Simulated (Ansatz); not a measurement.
# H6N2OSi: molecular dynamics

Purpose: to follow the molecule's vibrations and see whether its bonds hold. The start is relaxed first. Runs: 300 steps of 1 fs at constant energy, with velocities drawn for 300 K. SMILES of the start: N[SiH](N)O.

All numbers below are computed with Ansatz 0.2.0 (RKS PBE0-D4/STO-3G).

## (1) The system as given

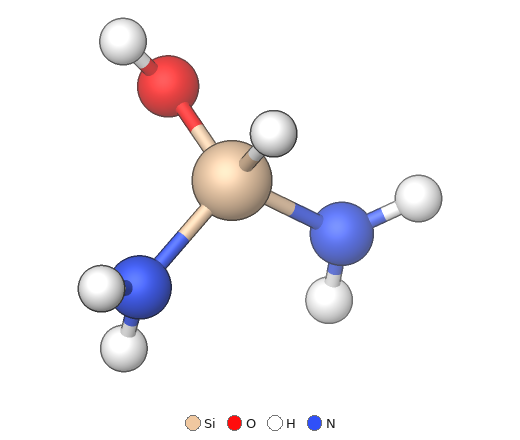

The starting structure, seen from a chosen angle (silicon light orange, oxygen red, hydrogen white, nitrogen blue).

As a file:

```xyz
10

Si    0.0000    0.0000    0.0000
O     0.0000    0.0000    1.6800
H    -0.9095   -0.2814    2.0171
N     1.7163    0.0000   -0.6061
H     2.2145   -0.9180   -0.7868
H     2.2175    0.9180   -0.7783
N    -0.8572    1.4851   -0.6061
H    -1.8773    1.4300   -0.8888
H    -0.3367    2.4058   -0.6766
H    -0.6877   -1.1914   -0.4862
```

## (2) Relaxing the start

The input, input.yaml:

```yaml
crystal:
  periodic: [false, false, false]
  atoms:
    - { symbol: Si, position_ang: [0.0, 0.0, 0.0] }
    - { symbol: O, position_ang: [0.0, 0.0, 1.68] }
    - { symbol: H, position_ang: [-0.9095, -0.2814, 2.0171] }
    - { symbol: "N", position_ang: [1.7163, 0.0, -0.6061] }
    - { symbol: H, position_ang: [2.2145, -0.918, -0.7868] }
    - { symbol: H, position_ang: [2.2175, 0.918, -0.7783] }
    - { symbol: "N", position_ang: [-0.8572, 1.4851, -0.6061] }
    - { symbol: H, position_ang: [-1.8773, 1.43, -0.8888] }
    - { symbol: H, position_ang: [-0.3367, 2.4058, -0.6766] }
    - { symbol: H, position_ang: [-0.6877, -1.1914, -0.4862] }
basis:
  gaussian: { orbitals: STO-3G }
hamiltonian:
  xc: pbe0
  dispersion: d4
relax:
  f_tol: 0.02
  max_steps: 40
output:
  orbitals: {}
```

Launch:

```console
ansatz run input.yaml --threads 1 --pin off --max-ram 2048MiB --backend cpu --events-out ev --progress --plain --runs-dir out
```

Standard output, shortened:

```text
Warning: RAYON_NUM_THREADS=1 ignored (pool sized by the plan → 1); use --threads N
[...]
Functional definition: PBE0
[...]
417 factors; integrals over basis functions are off by at most 8.4e-6 eV
[...]
mean field -12834.36657185 eV, -471.6542720694 hartree, gradient 8.7e-6 eV, S^2 0.000000; 0 other end points of the search recorded, 0 dependent functions left out
[...]
reference -12834.36659092 eV, -471.6542727703 hartree; 21, 21 occupied and 9, 9 virtual orbitals, 417 factors
relax step   1: F+E_penalty+E_count = -12834.51088921 eV  Δ(F+E_penalty+E_count) = +0.000e0 eV  max|allowed force component| = 2.258e0 eV/Å  Δτ_max = 0.0000 Å  (21 SCF iters, accepted)
[...]
relax step   4: F+E_penalty+E_count = -12835.17506095 eV  Δ(F+E_penalty+E_count) = -2.615e-2 eV  max|allowed force component| = 4.395e-1 eV/Å  Δτ_max = 0.0622 Å  (23 SCF iters, accepted)
[...]
relax step   7: F+E_penalty+E_count = -12835.34605343 eV  Δ(F+E_penalty+E_count) = -6.034e-2 eV  max|allowed force component| = 3.854e-1 eV/Å  Δτ_max = 0.2000 Å  (24 SCF iters, accepted)
[...]
relax step  10: F+E_penalty+E_count = -12835.35531571 eV  Δ(F+E_penalty+E_count) = +8.846e-3 eV  max|allowed force component| = 6.302e-1 eV/Å  Δτ_max = 0.1000 Å  (24 SCF iters, rejected (line search))
[...]
relax step  13: F+E_penalty+E_count = -12835.37108299 eV  Δ(F+E_penalty+E_count) = -7.103e-4 eV  max|allowed force component| = 2.314e-2 eV/Å  Δτ_max = 0.0244 Å  (24 SCF iters, accepted)
[...]
relax step  15: F+E_penalty+E_count = -12835.37119686 eV  Δ(F+E_penalty+E_count) = -3.613e-5 eV  max|allowed force component| = 1.560e-2 eV/Å  Δτ_max = 0.0104 Å  (26 SCF iters, accepted)
418 factors; integrals over basis functions are off by at most 2.9e-5 eV
mean field -12835.22419499 eV, -471.6857891386 hartree, gradient 1.2e-5 eV, S^2 0.000000; 1 other end points of the search recorded, 0 dependent functions left out
[...]
reference -12835.22421278 eV, -471.6857897922 hartree; 21, 21 occupied and 9, 9 virtual orbitals, 418 factors
Total energy: -12835.37121464 eV, -471.6911920111 hartree
Atom 0 at    -0.022371    -0.012739    -0.058676 Å, force    -0.011519     0.009488    -0.014873 eV/Å
Atom 1 at     0.229177    -0.048605     1.625640 Å, force     0.008322    -0.002758     0.005286 eV/Å
Atom 2 at    -0.655170     0.272617     2.004769 Å, force    -0.003652     0.003600    -0.000364 eV/Å
Atom 3 at     1.550255     0.113232    -0.829771 Å, force    -0.003789    -0.005562    -0.000258 eV/Å
Atom 4 at     1.981808    -0.822981    -0.984844 Å, force     0.001055     0.004501    -0.000539 eV/Å
Atom 5 at     2.237005     0.631912    -0.240745 Å, force     0.001387     0.001076     0.004458 eV/Å
Atom 6 at    -1.098307     1.344914    -0.372157 Å, force     0.006672    -0.015596     0.006517 eV/Å
Atom 7 at    -1.482162     1.303553    -1.342013 Å, force     0.002413     0.004020    -0.000316 eV/Å
Atom 8 at    -0.591116     2.257032    -0.332889 Å, force    -0.000458     0.000933    -0.002698 eV/Å
Atom 9 at    -0.669220    -1.190837    -0.601115 Å, force    -0.000430     0.000298     0.002786 eV/Å
Dipole moment:     0.045391    -0.009319    -0.062926 e Å
```

It took 28 s on 1 thread of Intel Xeon at 2.60GHz (Ice Lake), shared host; peak memory 0.14 GiB.

The steps of the relaxation:

```csv
step,energy from step 1 (eV),largest force component (eV/Å)
1,0.0000,2.2577
2,-0.5378,1.2120
3,-0.6380,0.5407
4,-0.6642,0.4395
5,-0.6780,2.1952
6,-0.7748,0.5337
7,-0.8352,0.3854
8x,-0.7927,0.9121
9,-0.8533,0.2955
10x,-0.8444,0.6302
11,-0.8595,0.0638
12x,-0.8595,0.0594
13,-0.8602,0.0231
14,-0.8603,0.0207
15,-0.8603,0.0156
```

Step 1 is the start. 3 steps were tried and not accepted (marked x).

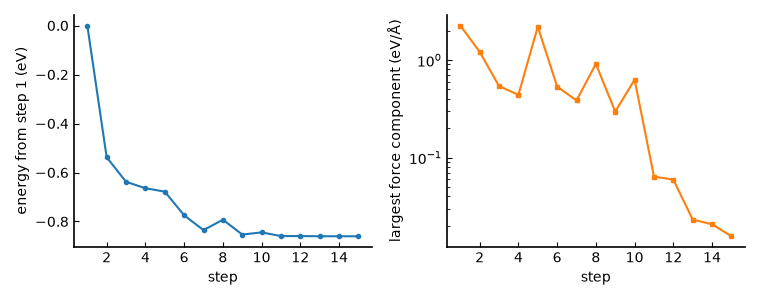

How energy and force went from step to step.

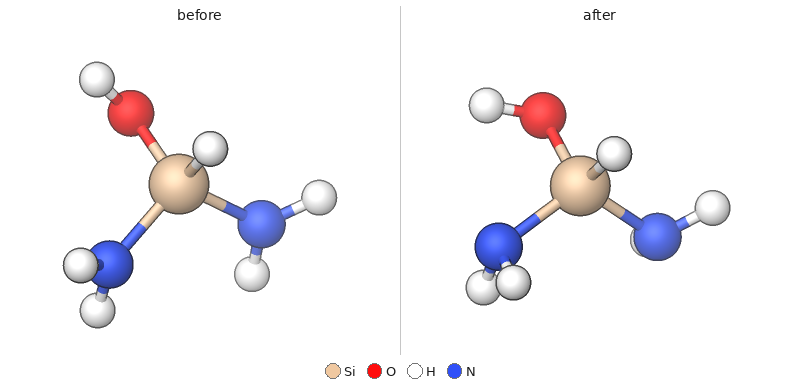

The structure before (left) and after (right), drawn at the same scale.

After: Bond lengths: Si1–O2 1.703 Å, O2–H3 1.014 Å, Si1–N4 1.756 Å, N4–H5 1.042 Å, N4–H6 1.043 Å, Si1–N7 1.760 Å, N7–H8 1.044 Å, N7–H9 1.044 Å, Si1–H10 1.449 Å. Angles: Si1–O2–H3 103.5°, O2–Si1–N4 107.7°, O2–Si1–N7 106.4°, O2–Si1–H10 114.8°, N4–Si1–N7 114.4°, N4–Si1–H10 107.1°, N7–Si1–H10 106.7°, Si1–N4–H5 111.8°, Si1–N4–H6 112.2°, H5–N4–H6 105.0°, Si1–N7–H8 111.1°, Si1–N7–H9 111.7°, H8–N7–H9 104.4°.

## (3) Dynamics

300 steps of 1 fs at constant energy, with velocities drawn for 300 K, from the relaxed start.

The input, input.yaml:

```yaml
crystal:
  periodic: [false, false, false]
  atoms:
    - { symbol: Si, position_ang: [-0.022371, -0.012739, -0.058676] }
    - { symbol: O, position_ang: [0.229177, -0.048605, 1.62564] }
    - { symbol: H, position_ang: [-0.65517, 0.272617, 2.004769] }
    - { symbol: "N", position_ang: [1.550255, 0.113232, -0.829771] }
    - { symbol: H, position_ang: [1.981808, -0.822981, -0.984844] }
    - { symbol: H, position_ang: [2.237005, 0.631912, -0.240745] }
    - { symbol: "N", position_ang: [-1.098307, 1.344914, -0.372157] }
    - { symbol: H, position_ang: [-1.482162, 1.303553, -1.342013] }
    - { symbol: H, position_ang: [-0.591116, 2.257032, -0.332889] }
    - { symbol: H, position_ang: [-0.66922, -1.190837, -0.601115] }
basis:
  gaussian: { orbitals: STO-3G }
hamiltonian:
  xc: pbe0
  dispersion: d4
md:
  timestep: 1.0
  n_steps: 300
  ensemble: nve
  temperature: 300.0
  initial_velocities: maxwell_boltzmann
  seed: 574423
```

Launch:

```console
ansatz run input.yaml --threads 1 --pin off --max-ram 2048MiB --backend cpu --events-out ev --progress --plain --runs-dir out
```

Standard output, shortened:

```text
Warning: RAYON_NUM_THREADS=1 ignored (pool sized by the plan → 1); use --threads N
[...]
[... 1 set-up line as earlier in the session ...]
[...]
424 factors; integrals over basis functions are off by at most 1.3e-5 eV
[...]
mean field -12835.22421003 eV, -471.6857896911 hartree, gradient 1.4e-5 eV, S^2 0.000000; 0 other end points of the search recorded, 0 dependent functions left out
[...]
reference -12835.22422786 eV, -471.6857903464 hartree; 21, 21 occupied and 9, 9 virtual orbitals, 424 factors
md step     0: t =     0.00 fs  T =   300.0 K  F+E_penalty+E_count = -12835.37121189 eV  E_kin = 0.310224 eV  conserved = -12835.06098789 eV  (21 SCF iters)
[...]
md step    17: t =    17.00 fs  T =   179.0 K  F+E_penalty+E_count = -12835.24422393 eV  E_kin = 0.185053 eV  conserved = -12835.05917075 eV  (26 SCF iters, 3 dispersion substeps)
[...]
md step    34: t =    34.00 fs  T =   115.8 K  F+E_penalty+E_count = -12835.17744744 eV  E_kin = 0.119736 eV  conserved = -12835.05771122 eV  (22 SCF iters, 3 dispersion substeps)
[...]
md step    51: t =    51.00 fs  T =   133.7 K  F+E_penalty+E_count = -12835.19575065 eV  E_kin = 0.138266 eV  conserved = -12835.05748515 eV  (26 SCF iters, 3 dispersion substeps)
[...]
md step    68: t =    68.00 fs  T =   154.6 K  F+E_penalty+E_count = -12835.21736255 eV  E_kin = 0.159851 eV  conserved = -12835.05751154 eV  (25 SCF iters, 3 dispersion substeps)
md step    69: t =    69.00 fs  T =   165.0 K  F+E_penalty+E_count = -12835.22723028 eV  E_kin = 0.170616 eV  conserved = -12835.05661417 eV  (26 SCF iters, 3 dispersion substeps)
md step    70: t =    70.00 fs  T =   180.4 K  F+E_penalty+E_count = -12835.24248669 eV  E_kin = 0.186515 eV  conserved = -12835.05597193 eV  (22 SCF iters, 3 dispersion substeps)
```

## (4) More of the same log: dynamics from the start

The log, continued, shortened:

```text
md step    71: t =    71.00 fs  T =   207.0 K  F+E_penalty+E_count = -12835.27149903 eV  E_kin = 0.214037 eV  conserved = -12835.05746233 eV  (25 SCF iters, 3 dispersion substeps)
[...]
md step    94: t =    94.00 fs  T =    79.1 K  F+E_penalty+E_count = -12835.13878795 eV  E_kin = 0.081833 eV  conserved = -12835.05695472 eV  (26 SCF iters, 3 dispersion substeps)
[...]
md step   117: t =   117.00 fs  T =   222.3 K  F+E_penalty+E_count = -12835.28656396 eV  E_kin = 0.229875 eV  conserved = -12835.05668918 eV  (25 SCF iters, 3 dispersion substeps)
[...]
md step   140: t =   140.00 fs  T =   139.4 K  F+E_penalty+E_count = -12835.20110646 eV  E_kin = 0.144182 eV  conserved = -12835.05692479 eV  (25 SCF iters, 3 dispersion substeps)
[...]
md step   161: t =   161.00 fs  T =   131.8 K  F+E_penalty+E_count = -12835.19489576 eV  E_kin = 0.136269 eV  conserved = -12835.05862660 eV  (25 SCF iters, 3 dispersion substeps)
md step   162: t =   162.00 fs  T =   141.8 K  F+E_penalty+E_count = -12835.20601479 eV  E_kin = 0.146617 eV  conserved = -12835.05939825 eV  (25 SCF iters, 3 dispersion substeps)
```

## (5) The log goes on: dynamics from the start

The log, continued, shortened:

```text
md step   163: t =   163.00 fs  T =   120.0 K  F+E_penalty+E_count = -12835.18140610 eV  E_kin = 0.124101 eV  conserved = -12835.05730466 eV  (25 SCF iters, 3 dispersion substeps)
[...]
md step   181: t =   181.00 fs  T =   156.4 K  F+E_penalty+E_count = -12835.21795508 eV  E_kin = 0.161763 eV  conserved = -12835.05619231 eV  (25 SCF iters, 3 dispersion substeps)
[...]
md step   199: t =   199.00 fs  T =   175.2 K  F+E_penalty+E_count = -12835.23824192 eV  E_kin = 0.181136 eV  conserved = -12835.05710636 eV  (26 SCF iters, 3 dispersion substeps)
[...]
md step   217: t =   217.00 fs  T =   148.8 K  F+E_penalty+E_count = -12835.21180944 eV  E_kin = 0.153882 eV  conserved = -12835.05792765 eV  (25 SCF iters, 3 dispersion substeps)
[...]
Atom 0 at    -0.022326     0.011864    -0.097572 Å, force     0.097775     0.061496    -0.460658 eV/Å
Atom 1 at     0.256428    -0.016595     1.565420 Å, force    -0.807384     0.243266     0.943918 eV/Å
Atom 2 at    -0.607117     0.384561     1.964224 Å, force     0.760171    -0.383800    -0.317700 eV/Å
Atom 3 at     1.621728     0.032083    -0.775202 Å, force    -0.583387     0.912187     0.324439 eV/Å
Atom 4 at     1.978671    -0.953680    -0.860376 Å, force     0.197201     0.505706     0.383387 eV/Å
Atom 5 at     2.205330     0.567190    -0.065547 Å, force     0.130610    -0.944722    -0.670351 eV/Å
Atom 6 at    -1.175069     1.342661    -0.300412 Å, force    -0.332817    -0.952323    -1.094553 eV/Å
Atom 7 at    -1.639373     1.243772    -1.247610 Å, force     0.191446     0.227353     0.646775 eV/Å
Atom 8 at    -0.816901     2.314157    -0.289397 Å, force     0.465922     0.246558     0.067851 eV/Å
Atom 9 at    -0.659774    -1.139312    -0.713825 Å, force    -0.119536     0.084278     0.176891 eV/Å
Dipole moment:    -0.059501     0.055632    -0.058389 e Å
```

Run time: 7.5 min. Hardware: 1 thread of Intel Xeon at 2.60GHz (Ice Lake), shared host; peak memory 0.11 GiB.

## (6) Frames and traces

One step in 22; energies are changes from step 0:

```csv
time (fs),T (K),potential energy change (meV/atom),total energy change (meV/atom)
0.0,300,0.0,0.00
22.0,86,22.5,0.38
44.0,168,14.0,0.33
66.0,138,17.4,0.63
88.0,130,17.9,0.37
110.0,121,18.9,0.37
132.0,224,8.2,0.27
154.0,126,18.4,0.35
176.0,117,19.4,0.45
198.0,184,12.4,0.43
220.0,118,19.3,0.44
242.0,179,12.7,0.21
264.0,193,11.3,0.22
286.0,140,16.7,0.20
300.0,127,18.3,0.40
```

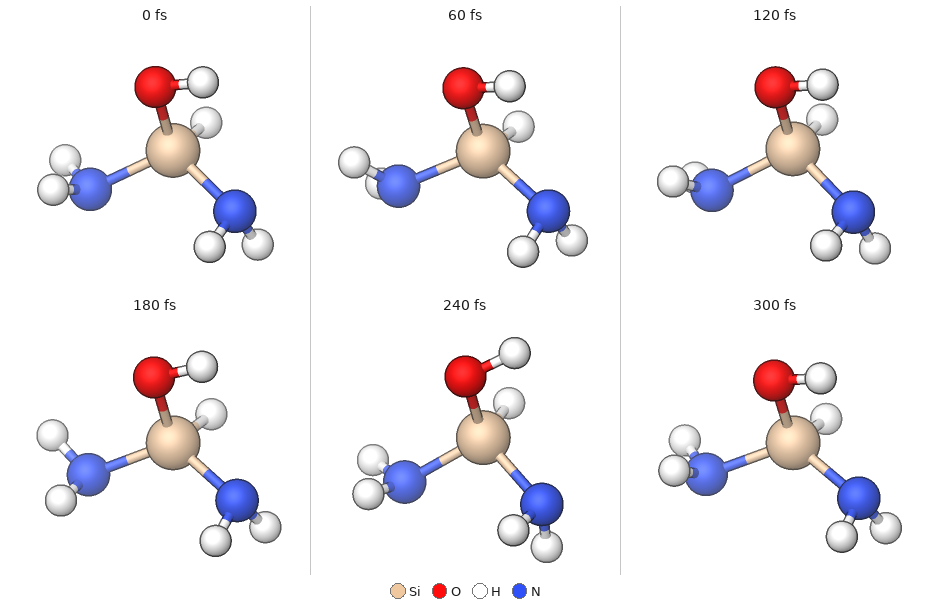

Six frames of the run, seen from a chosen angle. Sticks join atoms within a bonding distance in each frame.

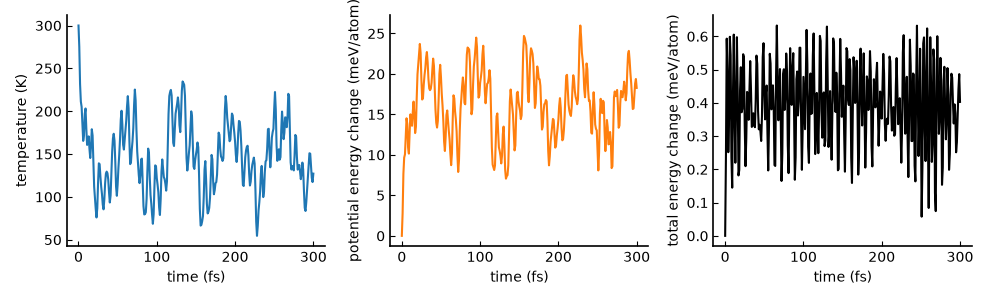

Time series of the run, each on its own scale.

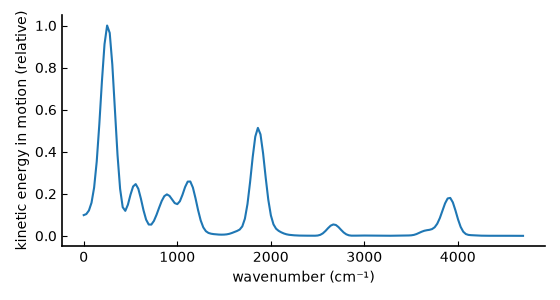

Power spectrum of the mass-weighted velocities; a run of 300 fs resolves no finer than about 220 cm⁻¹.

Maxima of the velocity power spectrum (cm⁻¹, relative height; resolution about 220 cm⁻¹): 250 (100), 560 (25), 890 (20), 1140 (26), 1860 (51), 3920 (18).

## (7) Snapshots as a file

Extended XYZ, with forces in eV/Å:

```xyz
10
time_fs=38.0 T=120 dE=0.1892
Si   -0.050    0.007   -0.112    0.524   -0.698    0.272
O     0.299   -0.016    1.545   -0.378   -0.029    0.508
H    -0.538    0.334    2.006    0.174   -0.068   -0.144
N     1.595    0.064   -0.700    0.285    1.096    0.267
H     2.031   -0.768   -1.096   -0.329   -1.029   -0.783
H     2.221    0.253    0.106   -0.011    0.502    0.215
N    -1.143    1.342   -0.324    0.013    0.038   -0.149
H    -1.827    1.191   -1.084   -0.179    0.057   -0.277
H    -0.725    2.278   -0.486    0.100   -0.025    0.047
H    -0.688   -1.174   -0.671   -0.199    0.155    0.043
10
time_fs=75.0 T=153 dE=0.1569
Si   -0.017    0.000   -0.040    0.006   -0.469    0.616
O     0.226   -0.053    1.660    0.897   -0.179   -0.821
H    -0.612    0.342    2.034   -0.765    0.353    0.250
N     1.545    0.151   -0.825    0.623   -0.791   -0.859
H     1.735   -0.622   -1.512   -0.713    0.326   -0.111
H     2.378    0.019   -0.229    0.157    0.481    1.018
N    -1.091    1.310   -0.425    0.028    0.797    0.630
H    -1.427    1.295   -1.400   -0.149   -0.060   -0.415
H    -0.659    2.258   -0.295   -0.120   -0.366   -0.102
H    -0.715   -1.181   -0.504    0.035   -0.093   -0.206
10
time_fs=112.0 T=107 dE=0.2047
Si   -0.018   -0.050   -0.039   -0.066    0.499    0.577
O     0.216   -0.030    1.667   -0.778    0.341   -0.274
H    -0.697    0.350    1.968    0.749   -0.294   -0.057
N     1.516    0.176   -0.846    1.318   -0.463   -0.182
H     1.823   -0.629   -1.423   -0.531   -0.323   -0.463
H     2.403    0.329   -0.303   -0.929    0.456    0.497
N    -1.081    1.346   -0.405    0.147   -0.376   -0.427
H    -1.270    1.344   -1.453    0.059   -0.100    0.610
H    -0.417    2.151   -0.323   -0.062    0.521   -0.011
H    -0.715   -1.228   -0.491    0.093   -0.261   -0.272
10
time_fs=150.0 T=149 dE=0.1598
Si   -0.041    0.009   -0.102    0.050   -0.221    0.900
O     0.271   -0.037    1.579    0.480   -0.238   -0.335
H    -0.556    0.323    2.015   -0.581    0.223    0.168
N     1.605    0.039   -0.785    0.531   -0.023    0.033
H     2.118   -0.832   -0.485   -0.674   -0.415   -0.387
H     2.165    0.695   -0.195   -0.105    0.836   -0.024
N    -1.145    1.352   -0.328    0.668    0.445    0.072
H    -1.772    1.276   -1.147   -0.044   -0.029   -0.284
H    -0.697    2.304   -0.381   -0.251   -0.591   -0.007
H    -0.704   -1.180   -0.589   -0.074    0.012   -0.135
10
time_fs=188.0 T=218 dE=0.0871
Si   -0.019    0.019   -0.057   -0.364   -0.339    0.020
O     0.246   -0.071    1.619   -0.454    0.245    0.417
H    -0.679    0.114    2.018    0.449   -0.087   -0.161
N     1.543    0.048   -0.823    0.040    0.475   -0.413
H     2.169   -0.735   -0.564   -0.033   -0.297    0.118
H     2.076    0.903   -0.586    0.275    0.274    0.052
N    -1.098    1.356   -0.387   -0.285   -0.716   -0.286
H    -1.619    1.264   -1.286    0.143    0.021    0.192
H    -0.746    2.322   -0.349    0.387    0.293    0.073
H    -0.661   -1.185   -0.552   -0.158    0.129   -0.014
10
time_fs=225.0 T=139 dE=0.1689
Si   -0.017   -0.068   -0.006   -0.787    1.216   -0.653
O     0.213   -0.030    1.676   -0.349   -0.194    0.370
H    -0.749   -0.114    2.022    0.528    0.067   -0.072
N     1.464    0.176   -0.909    0.086    0.093    0.383
H     2.013   -0.703   -0.973    0.490    0.001    0.014
H     2.081    0.904   -0.457   -0.155   -0.623   -0.233
N    -1.035    1.376   -0.442    0.360   -0.598    0.058
H    -1.017    1.346   -1.495   -0.293   -0.062   -0.131
H    -0.380    2.188   -0.300   -0.022    0.209    0.259
H    -0.706   -1.246   -0.490    0.142   -0.110    0.005
10
time_fs=262.0 T=167 dE=0.1431
Si   -0.022    0.001   -0.052   -0.654    0.238   -0.506
O     0.254   -0.014    1.616    0.872   -0.012   -0.113
H    -0.650   -0.068    2.031   -0.900   -0.017    0.399
N     1.541    0.080   -0.822    0.391   -0.869   -0.213
H     1.953   -0.904   -0.929   -0.084    1.524    0.335
H     2.211    0.697   -0.295   -0.003   -0.711   -0.250
N    -1.098    1.320   -0.404    0.157    0.590    1.157
H    -1.355    1.476   -1.381   -0.126   -0.121   -0.794
H    -0.854    2.257   -0.017    0.087   -0.288   -0.081
H    -0.750   -1.115   -0.615    0.259   -0.334    0.066
10
time_fs=300.0 T=127 dE=0.1828
Si   -0.022    0.012   -0.098    0.098    0.061   -0.461
O     0.256   -0.017    1.565   -0.807    0.243    0.944
H    -0.607    0.385    1.964    0.760   -0.384   -0.318
N     1.622    0.032   -0.775   -0.583    0.912    0.324
H     1.979   -0.954   -0.860    0.197    0.506    0.383
H     2.205    0.567   -0.066    0.131   -0.945   -0.670
N    -1.175    1.343   -0.300   -0.333   -0.952   -1.095
H    -1.639    1.244   -1.248    0.191    0.227    0.647
H    -0.817    2.314   -0.289    0.466    0.247    0.068
H    -0.660   -1.139   -0.714   -0.119    0.084    0.177
```

## (8) Results

| quantity | value |
| --- | --- |
| relaxation of the start | 11 moves, 0.860 eV lower |
| length | 300 steps of 1 fs |
| temperature, first and last step | 300 and 127 K |
| temperature, second half | mean 143 K, from 55 to 222 K |
| potential energy, second half | +17 meV/atom from the start |
| largest change of the total energy | 0.63 meV/atom |
| bonds formed or broken | 0 |

In words: The temperature starts at 300 K and averages 143 K in the second half, where it ranges from 55 to 222 K. About half is expected from a start at a minimum: kinetic energy passes into potential energy until both shares match. The total energy strays from its start by at most 0.63 meV/atom, 4.1 % of the mean kinetic energy, fair for a step of 1 fs. The bonds all hold. A run of 300 fs with 10 atoms shows the motion but fixes no equilibrium value. The nuclei move classically, without zero-point motion, which matters most for hydrogen. In so small a basis the energies are only a sketch.
